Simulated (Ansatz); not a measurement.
# How fast states decay through RbNaH2S2, part 2 of 3

Aim: relax a made-up compound, RbNaH2S2, and see how good a tunnel barrier it would be. It is built by putting Na for part of the Rb in the RbHS structure of space group P2_1/m, with the volume rescaled by atomic radii. The parent structure comes from the Materials Project.

Ansatz 0.2.0; LDA DFT, plane waves, PAW files (the session's first sound run).

So far. Step 2 (Relaxing the new crystal): The largest force component on a free atom ends at 0.0082 eV/Å.

The structure was built from a prototype and need not be the compound's stable phase.

### 3. The bulk crystal and its band edges

The energy window and the wavevectors of the next steps follow from the band edges, so these are searched first, off the mesh as well.

The input, input.yaml:

```yaml
crystal:
  lattice:
    - [3.7547810576, 0.0, -0.1548324692]
    - [0.0, 5.3867553016, 0.0]
    - [-1.3634772899, 0.0, 5.9196794155]
  atoms:
    - { symbol: Na, position: [0.0935237943, 0.25, 0.7397244365] }
    - { symbol: Rb, position: [0.6547398325, 0.75, 0.2036712946] }
    - { symbol: H, position: [0.5755959057, 0.25, 0.3517229513] }
    - { symbol: H, position: [0.5498719407, 0.75, 0.6759789044] }
    - { symbol: S, position: [0.1988226326, 0.25, 0.2810032665] }
    - { symbol: S, position: [0.9274458943, 0.75, 0.7478991467] }
kpoints:
  mp_grid: { grid: [6, 6, 4] }
  band_path: { path: [VBM, CBM], npoints: 30 }
scf:
  occupations: { method: fixed }
hamiltonian:
  xc: lda
output:
  eigenvalues: true
  write_potential: true
  write_density: true
  volumetric_format: npy
  elf: true
```

Command:

```
$ ansatz run input.yaml --threads 2 --pin off --max-ram 4096MiB --backend cpu --events-out ev --progress --plain --runs-dir out
```

Numbers of over 12 decimals in the logs are rounded to 6 here.

The log of the run:

```text
[...]
Crystal: 6 atoms, lattice volume = 118.595 Å³
Basis set: ecut = 420 eV, 2319 PW (Γ)
Bands: 22, of which v1, the nominal top of the filled ones, is band 16 counted from 1 (15 counted from 0)
Symmetry: 2 space group operations
[...]
k-points: 56 of 144 (time reversal used)
[...]
SCF iter   1: F=—  HF=-6411.878877 eV  |F-HF|=—  |Δ(HF+E_count)|=         —  Δρ=7.49e-3  dr2=5.61e-2  ethr=1.77e-3  ⟨swp⟩=4.7  Hψ=5350  notcnv=0  defer=216
[...]
SCF iter   7: F=-6411.858819 eV  HF=-6411.858819 eV  |F-HF|=3.17e-10  |Δ(HF+E_count)|=   1.23e-7  Δρ=1.96e-6  dr2=6.58e-9  ethr=3.13e-10  ⟨swp⟩=8.8  Hψ=5447  notcnv=0
SCF 1 converged in 7 iterations: F = -6411.858819 eV  dr2 = 6.58e-9
[...]
NSCF: frozen V_eff on 80 k-points
[...]
SCF converged after 7 iterations
Free energy (F): -6411.858819 eV
[...]
Internal energy: -6411.858819 eV  (E = F + TS)
E sigma→0 (E₀):  -6411.858819 eV
Fermi energy:    2.626121 eV
[...]
--- Band table (eV; the first three rows and the last of 56) ---
  k-point 0: bands = [... 12 lower, 1.3020, 1.5449, 2.4776, 2.6261, 5.2025, 6.0357, 7.2223, 7.5668, ... 2 higher]
  k-point 1: bands = [... 12 lower, 1.3216, 1.4948, 2.1702, 2.3617, 5.6688, 6.1948, 7.2319, 7.7724, ... 2 higher]
  k-point 2: bands = [... 12 lower, 1.3449, 1.4816, 1.7778, 2.2487, 5.8141, 6.5814, 7.3611, 8.1488, ... 2 higher]
  k-point 55: bands = [... 12 lower, 1.3094, 1.8932, 2.1447, 2.4003, 6.5030, 8.1808, 8.4830, 8.6262, ... 2 higher]
```

Run time: 28 s. Hardware: 2 threads of Arm Neoverse V1, shared host; peak memory 0.41 GiB; 56 s of CPU time.

This step gave:

* free energy: -6411.8588 eV
* Fermi energy: 2.626 eV
* gap on the k-mesh: 2.576 eV
* gap on path: 2.576 eV, by band count; negative where bands overlap
* direct gap on path: 2.576 eV
* edge places on path: 0, 0 1/A along the path

Levels at VBM (eV): -3.14, -2.76, -1.32, -1.08, -0.15, 0.00, 2.58, 3.41, 4.60, 4.94, 5.51.

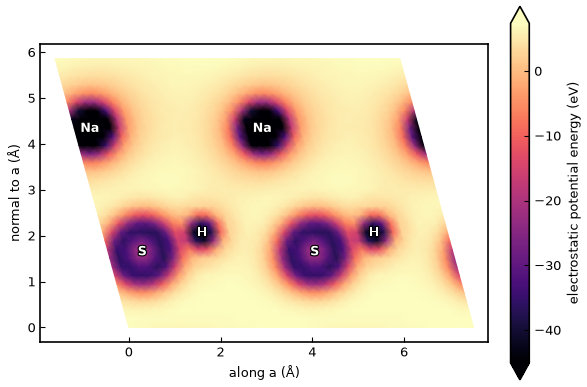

Electrostatic potential energy in the ac plane at fractional y = 0.250, with atoms of Na and H and S within 0.2 Å of it. With pseudopotentials it is smooth inside the atoms' cores, unlike the true potential.

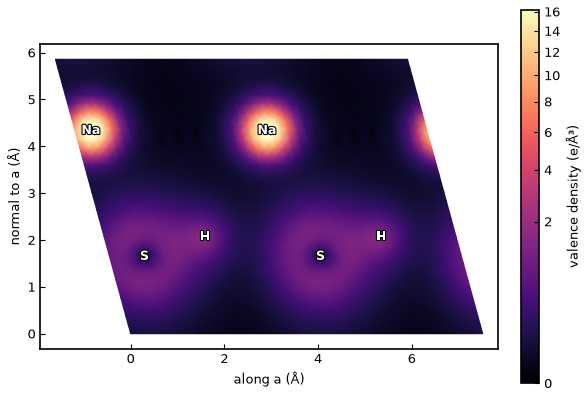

Valence density in the ac plane at fractional y = 0.250, with atoms of Na and H and S within 0.2 Å of it. It is the smooth field of the valence electrons, not physical close to the nuclei. The colour scale is stretched toward low values.

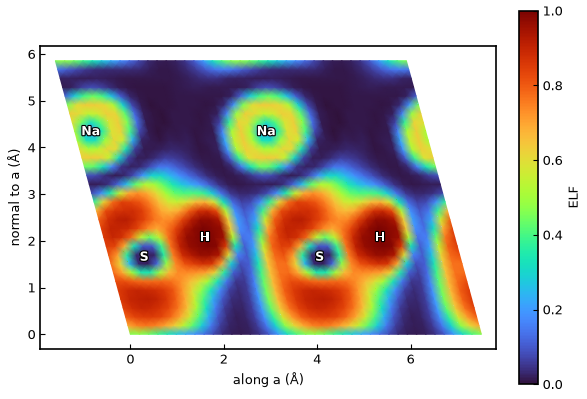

ELF in the ac plane at fractional y = 0.250, with atoms of Na and H and S within 0.2 Å of it. It is the smooth field of the valence electrons, not physical close to the nuclei.

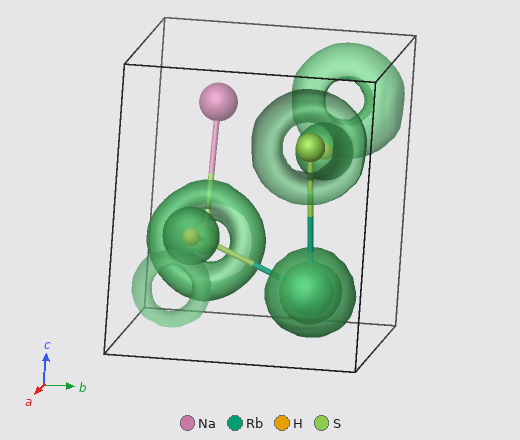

Surface of ELF = 0.85.

The searched edges give 2.58 eV, as on the mesh.

### 4. Complex bands, plane (010), k-mesh 4×6×4

This step: LDA DFT, plane waves, PAW files; complex bands by layer matching along the plane's normal (Ansatz 0.2.0).

The same crystal is laid in a cell whose first two vectors span the (010) plane (indices of the standard conventional cell, whose axes can be ordered otherwise than in the bulk input). At fixed energy and wavevector in the plane the solver finds all kz, real and complex. A few wavevectors are listed, (0, 0) and (0.5, 0) in units of the plane's reciprocal vectors; the slowest state needn't be among them.

The input, input.yaml:

```yaml
crystal:
  lattice:
    - [6.074674864, 0.0, 0.0]
    - [-0.993652733, 3.624225177, 0.0]
    - [0.0, 0.0, 5.386755302]
  atoms:
    - { symbol: Na, position: [0.7397244365, 0.0935237943, 0.25] }
    - { symbol: Rb, position: [0.2036712946, 0.6547398325, 0.75] }
    - { symbol: H, position: [0.3517229513, 0.5755959057, 0.25] }
    - { symbol: H, position: [0.6759789044, 0.5498719407, 0.75] }
    - { symbol: S, position: [0.2810032665, 0.1988226326, 0.25] }
    - { symbol: S, position: [0.7478991467, 0.9274458943, 0.75] }
kpoints:
  mp_grid: { grid: [4, 6, 4] }
scf:
  occupations: { method: fixed }
hamiltonian:
  xc: lda
output:
  eigenvalues: true
  transmission:
    leads: [[0, 0]]
    kpoints: [[0.0, 0.0], [0.5, 0.0]]
    e_range: [-1.0, 3.58]
    de: 0.09
```

The log of the run:

```text
[...]
Crystal: 6 atoms, lattice volume = 118.595 Å³
Basis set: ecut = 420 eV, 2319 PW (Γ)
Bands: 22, of which v1, the nominal top of the filled ones, is band 16 counted from 1 (15 counted from 0)
Symmetry: 2 space group operations
[...]
k-points: 42 of 96 (time reversal used)
[...]
SCF iter   1: F=—  HF=-6411.878780 eV  |F-HF|=—  |Δ(HF+E_count)|=         —  Δρ=7.50e-3  dr2=5.61e-2  ethr=1.77e-3  ⟨swp⟩=4.7  Hψ=4013  notcnv=0  defer=162
[...]
SCF iter   7: F=-6411.858738 eV  HF=-6411.858738 eV  |F-HF|=5.49e-10  |Δ(HF+E_count)|=   1.19e-7  Δρ=1.88e-6  dr2=6.27e-9  ethr=3.13e-10  ⟨swp⟩=8.8  Hψ=4114  notcnv=0
SCF 1 converged in 7 iterations: F = -6411.858738 eV  dr2 = 6.27e-9
[...]
transmission: 9 of 18 steps passed
transmission: 18 of 18 steps passed
SCF converged after 7 iterations
Free energy (F): -6411.858738 eV
[...]
Internal energy: -6411.858738 eV  (E = F + TS)
E sigma→0 (E₀):  -6411.858738 eV
Fermi energy:    2.626179 eV
[...]
--- Band table (eV; the first three rows and the last of 42) ---
  k-point 0: bands = [... 12 lower, 1.3021, 1.5449, 2.4777, 2.6262, 5.2025, 6.0358, 7.2224, 7.5668, ... 2 higher]
  k-point 1: bands = [... 12 lower, 1.0941, 1.6408, 1.9325, 2.4575, 5.9124, 6.2278, 7.2423, 7.9581, ... 2 higher]
  k-point 2: bands = [... 12 lower, 0.9666, 1.4618, 1.7432, 2.2524, 6.4680, 6.5209, 7.3746, 8.6084, ... 2 higher]
  k-point 41: bands = [... 12 lower, 1.3094, 1.8933, 2.1447, 2.4004, 6.5030, 8.1808, 8.4830, 8.6263, ... 2 higher]
--- Transmission ---
  basis      : 197 plane waves across, 9 finite elements along
  points     : 2, as listed
  energies   : 51 from -1.000000 to 3.500000 eV about the Fermi level, 0.090000 eV apart; the leads are filled to 1.288148 eV, and channels, transmission and decay are at 1.250000 eV
  crystal 0  : Na1H2S2Rb1, at the sites [0, 0], period 5.3868 Å: whole cells are its period
    offset         : up to 0.0000 Å between an atom of the period and one for which it stands
    channels       : 0.000000e0 a spin
    conductance    : none, the energies end too early or step too widely for 300 K: set another output.transmission.e_range or a lower de, or, where they end at an eighth of basis.ecutwfc, a higher one
    slowest decay  : 0.2475 /Å at (0.0000, 0.0000)
```

Elapsed: 34 s, on 2 threads; peak memory 0.57 GiB.

This step gave:

```yaml
free_energy: -6411.8587 eV
level_to_which_the_leads_are_filled: 1.288 eV from the Fermi level
decay_constant_at_the_filling_level_zone_centre: 0.2475 Å⁻¹
decay_constant_at_the_filling_level_slowest_listed_point: 0.2475 Å⁻¹
```

K parallel (0, 0); values up to 1.5 1/Å, a degenerate pair printed once or twice; energies at which all values exceed this have no row. Im kz of the slowest decaying states against energy, zero at the highest filled level on the SCF mesh:

```
energy (eV)  decay 1 (Å⁻¹)  decay 2 (Å⁻¹)  decay 3 (Å⁻¹)  decay 4 (Å⁻¹)
     -1.000          0.373          0.847          0.914           1.30
     -0.460          0.147          0.392          0.833          0.994
     -0.010          0.113          0.404          0.814           1.02
      0.530          0.223          0.399          0.785           1.04
      0.980          0.247          0.439          0.755           1.04
      1.520          0.239          0.460          0.711           1.03
      1.970          0.202          0.469          0.661           1.02
      2.510         0.0749          0.431          0.505          0.671
      2.960          0.341          0.445          0.693          0.913
      3.500          0.372          0.710          0.763          0.965
```

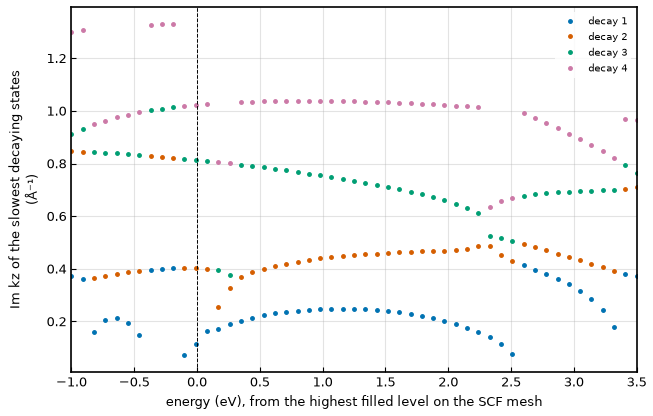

Im kz of the slowest decaying states, plotted against energy.

K parallel (0, 0). Table of Re kz of states that move upwards by energy, zero at the highest filled level on the SCF mesh:

```
energy (eV)  channel 1 (Å⁻¹)  channel 2 (Å⁻¹)
      -1.00           -0.422            0.260
      -0.73           -0.306                -
      -0.46           -0.202                -
      -0.19           -0.313          -0.0672
      -0.01          -0.0683                -
       0.08                -                -
       0.35                -                -
       0.62                -                -
       0.89                -                -
       1.16                -                -
       1.34                -                -
       1.61                -                -
       1.88                -                -
       2.15                -                -
       2.42                -                -
       2.69            0.102                -
       2.96            0.198                -
       3.23            0.276                -
       3.50            0.194            0.356
```

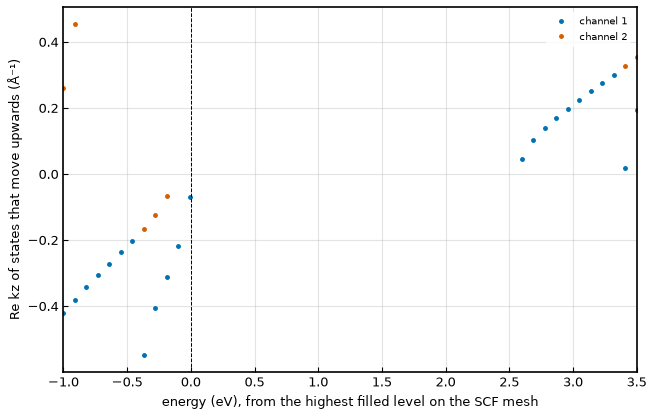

Re kz of states that move upwards, plotted against energy.

K parallel (0.5, 0); values up to 1.5 1/Å, a degenerate pair printed once or twice; energies at which all values exceed this have no row. The Im kz of the slowest decaying states by energy, zero at the highest filled level on the SCF mesh:

```
energy (eV)  decay 1 (Å⁻¹)  decay 2 (Å⁻¹)  decay 3 (Å⁻¹)  decay 4 (Å⁻¹)
     -1.000         0.0575          0.822          0.835          0.955
     -0.460          0.194          0.481          0.841          0.931
     -0.010          0.275          0.374          0.428          0.824
      0.530          0.407          0.514          0.795          0.863
      0.980          0.423          0.568          0.766          0.836
      1.520          0.429          0.597          0.726          0.804
      1.970          0.424          0.604          0.686          0.776
      2.510          0.403          0.605          0.622          0.738
      2.960          0.311          0.392          0.616          0.700
      3.500          0.316          0.607          0.646          0.738
```

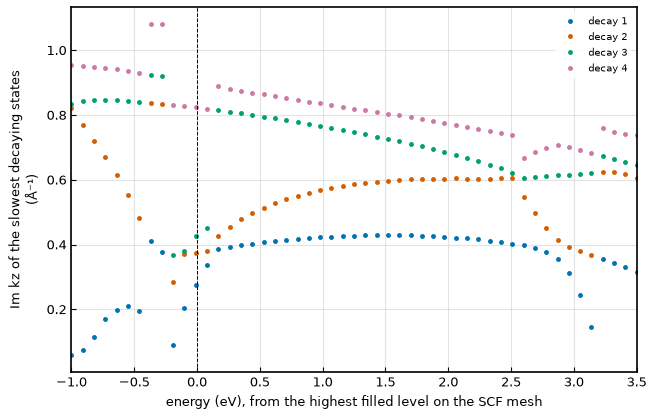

Im kz of the slowest decaying states against energy.

At the listed wavevectors the last open channel is at -0.01 eV and the next at +2.60 eV on the grid. At +1.25 eV, the grid energy nearest the filling level (the middle of the gap on the SCF mesh), the slowest state at the listed wavevectors decays with κ = 0.247 Å⁻¹, its amplitude falling by e over 4.0 Å. Through 1 nm of this crystal that state's transmission falls by exp(−2 × 0.247 Å⁻¹ × 10 Å) = 0.0071.

### 5. Decay over the two-dimensional zone

The listed points could miss the slowest state, so one energy near mid-gap is solved on a mesh of 4×8.

input.yaml: that of step 4 with these lines changed.

```diff
@@ -20,6 +20,2 @@
   eigenvalues: true
-  transmission:
-    leads: [[0, 0]]
-    kpoints: [[0.0, 0.0], [0.5, 0.0]]
-    e_range: [-1.0, 3.58]
-    de: 0.09
+  transmission: { leads: [[0, 0]], kmesh: [4, 8], e_range: [1.29, 1.3], de: 0.05 }
```

The log of the run:

```text
[...]
Crystal: 6 atoms, lattice volume = 118.595 Å³
Basis set: ecut = 420 eV, 2319 PW (Γ)
Bands: 22, of which v1, the nominal top of the filled ones, is band 16 counted from 1 (15 counted from 0)
Symmetry: 2 space group operations
[...]
k-points: 42 of 96 (time reversal used)
[...]
SCF iter   1: F=—  HF=-6411.878780 eV  |F-HF|=—  |Δ(HF+E_count)|=         —  Δρ=7.50e-3  dr2=5.61e-2  ethr=1.77e-3  ⟨swp⟩=4.7  Hψ=4013  notcnv=0  defer=162
[...]
SCF iter   7: F=-6411.858738 eV  HF=-6411.858738 eV  |F-HF|=5.49e-10  |Δ(HF+E_count)|=   1.19e-7  Δρ=1.88e-6  dr2=6.27e-9  ethr=3.13e-10  ⟨swp⟩=8.8  Hψ=4114  notcnv=0
SCF 1 converged in 7 iterations: F = -6411.858738 eV  dr2 = 6.27e-9
[...]
transmission: 24 of 144 steps passed
transmission: 48 of 144 steps passed
[...]
transmission: 144 of 144 steps passed
SCF converged after 7 iterations
Free energy (F): -6411.858738 eV
[...]
Internal energy: -6411.858738 eV  (E = F + TS)
E sigma→0 (E₀):  -6411.858738 eV
Fermi energy:    2.626179 eV
[...]
--- Band table (eV; the first three rows and the last of 42) ---
  k-point 0: bands = [... 12 lower, 1.3021, 1.5449, 2.4777, 2.6262, 5.2025, 6.0358, 7.2224, 7.5668, ... 2 higher]
  k-point 1: bands = [... 12 lower, 1.0941, 1.6408, 1.9325, 2.4575, 5.9124, 6.2278, 7.2423, 7.9581, ... 2 higher]
  k-point 2: bands = [... 12 lower, 0.9666, 1.4618, 1.7432, 2.2524, 6.4680, 6.5209, 7.3746, 8.6084, ... 2 higher]
  k-point 41: bands = [... 12 lower, 1.3094, 1.8933, 2.1447, 2.4004, 6.5030, 8.1808, 8.4830, 8.6263, ... 2 higher]
--- Transmission ---
  basis      : 197 plane waves across, 8 finite elements along
  points     : 18, standing for a mesh of 4 x 8
  energies   : 1 from 1.290000 to 1.290000 eV about the Fermi level; the leads are filled to 1.288148 eV, and channels, transmission and decay are at 1.290000 eV
[...]
channels       : 0.000000e0 a spin
    conductance    : none, crystal 0 has no channel at the energies, or these end too early or step too widely for 300 K: set another output.transmission.e_range or a lower de, or, where they end at an eighth of basis.ecutwfc, a higher one
    slowest decay  : 0.2468 /Å at (0.0000, 0.0000)
```

It took 23 s on 2 threads; peak memory 0.58 GiB; 45 s of CPU time.

This step gave:

```
least decay constant on the mesh : 0.2468 Å⁻¹
```

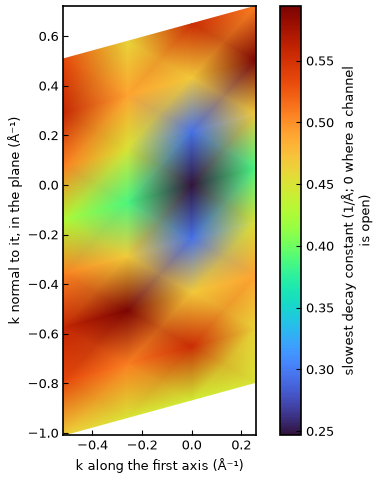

Slowest decay constant (1/Å; 0 where a channel is open) over k1 and k2. At 1.2900 eV from the Fermi level.

The least value on the mesh is 0.247 Å⁻¹ at +1.29 eV. At that energy the listed points give about 0.247 Å⁻¹ by interpolation, so the mesh holds no clearly slower state.

(Continued in part 3 of 3.)

[Logs are printed without paths, hosts, clocks, repeated set-up lines and the standing remarks that a program may print on its own settings, such as how far it seeks lower states.]

[Hosts, paths, dates, database ids (printed as entryN), source tags and the programs' standing remarks are cut or masked in the printed files.]
